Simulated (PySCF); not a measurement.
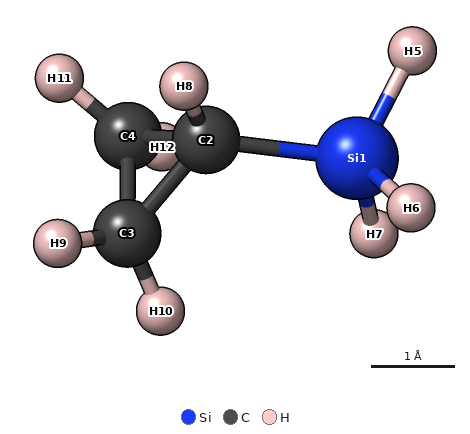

Fig. 1: The structure as given in the input (ball-and-stick view, seen at a tilt; atoms are numbered from 1 in the order of the input). Bond lengths as drawn: C–C 1.49 to 1.51 Å, C–H 1.09 to 1.10 Å, C–Si 1.87 Å and H–Si 1.50 Å.

## What a change does: NMR shielding calculation on C3H8Si

System: C3H8Si, SMILES [SiH3]C1CC1.
Method of the first run: GIAO PBE0/pcSseg-2 NMR shielding, non-relativistic, gas phase (PySCF 2.14.0).

The geometry comes from this level: PBE0-D3(BJ)/def2-SVP. Text and figures count atoms from 1; the logs count them from 0 in places.

### Input, the first run
```
{"job": {"kind": "nmr", "xc": "PBE0", "basis": "pcSseg-2", "pop": false}, "charge": 0, "multiplicity": 1}
Si     1.745402    -0.216268    -0.385778
C      0.119894    -0.201770     0.529632
C     -1.151803    -0.643670    -0.154248
C     -0.954379     0.798487     0.174813
H      2.703672     0.779466     0.187980
H      2.390245    -1.564901    -0.332583
H      1.489290     0.134823    -1.818858
H      0.187604    -0.451695     1.594853
H     -1.872858    -1.217987     0.433507
H     -1.098923    -0.943159    -1.205511
H     -1.535511     1.230592     0.994394
H     -0.768164     1.495420    -0.648195
```

The first line tells a small driver script what to run in PySCF; the rest is the geometry in Å.

Command:
```bash
OMP_NUM_THREADS=1 python <driver script> task.json out
```

Hardware: 1 CPU thread, shared host.

### Output (the first run)
```
coarse grid: 9848 points
cycle   1  E = -408.3423152558  dE =  2.277e-01  |g| = 3.212e-01  |ddm| = 2.299e+00
cycle   2  E = -408.3293622907  dE =  1.295e-02  |g| = 3.927e-01  |ddm| = 5.245e-01
cycle   3  E = -408.3693671415  dE = -4.000e-02  |g| = 3.319e-02  |ddm| = 2.870e-01
cycle   4  E = -408.3695859844  dE = -2.188e-04  |g| = 8.409e-03  |ddm| = 2.772e-02
cycle   5  E = -408.3695949925  dE = -9.008e-06  |g| = 5.259e-03  |ddm| = 8.996e-03
cycle   6  E = -408.3696016440  dE = -6.651e-06  |g| = 3.259e-04  |ddm| = 3.954e-03
final grid: 88528 points
cycle   7  E = -408.3756014854  dE = -6.169e-05  |g| = 6.731e-03  |ddm| = 3.609e-02
cycle   8  E = -408.3755938027  dE =  7.683e-06  |g| = 8.693e-03  |ddm| = 1.027e-02
cycle   9  E = -408.3756131035  dE = -1.930e-05  |g| = 3.001e-04  |ddm| = 6.044e-03
cycle  10  E = -408.3756131155  dE = -1.192e-08  |g| = 1.529e-04  |ddm| = 3.340e-04
cycle  11  E = -408.3756131200  dE = -4.560e-09  |g| = 5.964e-05  |ddm| = 1.348e-04
cycle  12  E = -408.3756131209  dE = -8.337e-10  |g| = 4.723e-06  |ddm| = 5.074e-05
converged SCF energy = -408.3756131209

GIAO shielding tensors (ppm)
atom      isotropic    diamagn.    paramagn.     s11        s22        s33       span
  0 Si     396.255     878.144    -481.889    356.144    372.117    460.504    104.360
  1 C      193.842     252.084     -58.242    162.852    187.180    231.494     68.642
  2 C      179.479     248.269     -68.790    150.446    174.491    213.500     63.054
  3 C      179.521     248.100     -68.579    150.479    174.524    213.561     63.083
  4 H       27.025      28.562      -1.537     23.725     24.921     32.428      8.703
  5 H       27.027      28.494      -1.467     23.735     24.916     32.429      8.694
  6 H       28.000      29.365      -1.365     24.727     26.298     32.976      8.250
  7 H       31.599      31.218       0.381     24.648     27.601     42.548     17.900
  8 H       30.504      29.831       0.672     24.711     26.188     40.612     15.901
  9 H       30.952      31.023      -0.071     25.080     27.846     39.930     14.850
 10 H       30.504      29.918       0.587     24.702     26.198     40.613     15.911
 11 H       30.947      31.107      -0.159     25.090     27.834     39.918     14.829
```

For the second run the input was changed thus:
```diff
-"xc": "PBE0"
+"xc": "HF"
```

What does this change do to the results?

The total energies belong to different methods, so their difference says nothing on which is more stable or more accurate. The HOMO goes from −8.31 to −11.23 eV. The LUMO goes from 0.54 to 2.77 eV. The dipole moment goes from 0.95 to 0.91 D. Of all shieldings, the largest change is that of Si1, by +35.4 ppm. The method changes from PBE0 to HF. The SCF takes 10 iterations against 12.

### Output (the second run)
```
final grid: 88528 points
cycle   1  E = -407.1598768873  dE =  5.861e-01  |g| = 3.355e-01  |ddm| = 2.288e+00
cycle   2  E = -407.2038204115  dE = -4.394e-02  |g| = 9.963e-02  |ddm| = 3.621e-01
cycle   3  E = -407.2075461660  dE = -3.726e-03  |g| = 3.922e-02  |ddm| = 1.705e-01
cycle   4  E = -407.2080078083  dE = -4.616e-04  |g| = 6.607e-03  |ddm| = 3.284e-02
cycle   5  E = -407.2080226797  dE = -1.487e-05  |g| = 1.533e-03  |ddm| = 8.953e-03
cycle   6  E = -407.2080240570  dE = -1.377e-06  |g| = 4.080e-04  |ddm| = 2.941e-03
cycle   7  E = -407.2080241829  dE = -1.258e-07  |g| = 1.292e-04  |ddm| = 9.574e-04
cycle   8  E = -407.2080241923  dE = -9.405e-09  |g| = 4.464e-05  |ddm| = 2.682e-04
cycle   9  E = -407.2080241935  dE = -1.181e-09  |g| = 1.078e-05  |ddm| = 9.071e-05
cycle  10  E = -407.2080241935  dE = -8.299e-11  |g| = 2.470e-06  |ddm| = 3.276e-05
converged SCF energy = -407.2080241935

GIAO shielding tensors (ppm)
atom      isotropic    diamagn.    paramagn.     s11        s22        s33       span
  0 Si     431.666     874.520    -442.854    397.820    409.586    487.592     89.771
  1 C      205.728     251.097     -45.369    174.220    197.105    245.860     71.641
  2 C      190.591     245.630     -55.039    162.674    182.959    226.139     63.465
  3 C      190.622     245.425     -54.802    162.662    182.992    226.213     63.551
  4 H       27.721      28.860      -1.139     24.326     25.608     33.229      8.903
  5 H       27.724      28.787      -1.063     24.337     25.603     33.232      8.895
  6 H       28.594      29.717      -1.122     25.117     26.943     33.724      8.607
  7 H       32.360      31.654       0.707     25.184     27.888     44.009     18.825
  8 H       31.023      29.942       1.081     24.937     26.332     41.800     16.864
  9 H       31.463      31.298       0.165     25.293     27.901     41.196     15.904
 10 H       31.025      30.017       1.007     24.928     26.344     41.802     16.874
 11 H       31.458      31.373       0.084     25.301     27.887     41.184     15.883
```

### The two runs side by side

```csv
quantity,the first run,the second run
outcome,converged,converged
total energy (hartree),−408.375613,−407.208024
HOMO (eV),−8.31,−11.23
LUMO (eV),0.54,2.77
dipole moment (D),0.95,0.91
shielding of Si1 (ppm),396.3,431.7
shielding of C2 (ppm),193.8,205.7
shielding of C3 (ppm),179.5,190.6
shielding of C4 (ppm),179.5,190.6
shielding of H5 (ppm),27.0,27.7
shielding of H6 (ppm),27.0,27.7
shielding of H8 (ppm),31.6,32.4
SCF iterations,12,10
basis functions,263,263
wall time (shared host),28 s,16 s
```
